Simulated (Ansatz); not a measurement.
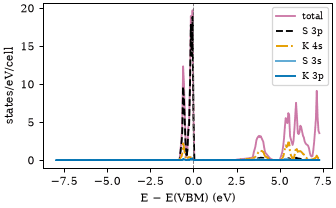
Figure. Total and projected density of states of K₂S (anti-fluorite, space group No. 225), PBEsol in the plane-wave PAW code Ansatz

Which orbitals carry the states next to the gap?

Top 1 eV of the valence band: S 3p 89 %, K 4s 7 %. Bottom 1 eV of the conduction band: K 4s 68 %, S 3s 15 %, S 3p 10 %. Projections are on Löwdin-orthogonalised atomic valence shells; empty p or d shells of many metals are not among them.

Space group Fm-3m (anti-fluorite). Symmetry was held in the PBEsol relaxation.

Potentials: the later of the program's two PAW sets.
